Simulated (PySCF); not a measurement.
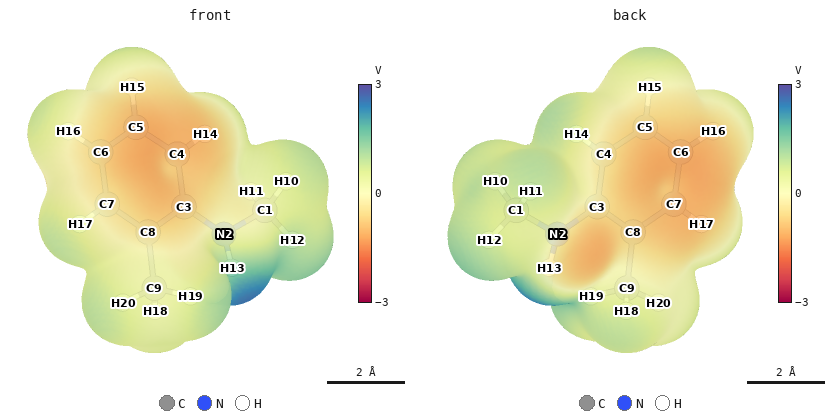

*C8H11N. The molecular electrostatic potential painted on the density surface at 0.004 e/bohr³, seen from the front and from behind; the colour scale runs from red (negative) to blue (positive).*

Geometry: PBE0-D3(BJ)/def2-SVP.

Method: PySCF 2.14.0, WP04/pcSseg-1, SCF density, in a chloroform solvent model, non-relativistic.

| atom | x (Å) | y (Å) | z (Å) |
| --- | --- | --- | --- |
| C | -2.4615 | -1.1603 | -0.4932 |
| N | -1.5626 | -0.0479 | -0.4092 |
| C | -0.2289 | -0.1904 | -0.0963 |
| C | 0.3773 | -1.4552 | -0.0108 |
| C | 1.7357 | -1.5747 | 0.2740 |
| C | 2.5158 | -0.4437 | 0.4893 |
| C | 1.9141 | 0.8134 | 0.4111 |
| C | 0.5607 | 0.9677 | 0.1219 |
| C | -0.0674 | 2.3254 | 0.0249 |
| H | -2.5250 | -1.7502 | 0.4431 |
| H | -2.1650 | -1.8522 | -1.2995 |
| H | -3.4688 | -0.7941 | -0.7336 |
| H | -1.9749 | 0.8438 | -0.1771 |
| H | -0.2176 | -2.3555 | -0.1697 |
| H | 2.1825 | -2.5705 | 0.3318 |
| H | 3.5802 | -0.5333 | 0.7155 |
| H | 2.5157 | 1.7121 | 0.5765 |
| H | -0.5337 | 2.4856 | -0.9627 |
| H | -0.8585 | 2.4718 | 0.7834 |
| H | 0.6767 | 3.1188 | 0.1776 |

> Where is the surface potential most negative and most positive?

The most negative region (about −1.2 V, or −28 kcal/mol for a unit charge) lies over the π face of C4, C5, C6 and C7, the most positive (about +2.5 V, or +58 kcal/mol for a unit charge) over H13.

> How polar is the molecule by this calculation?

Its dipole moment is 2.61 D.
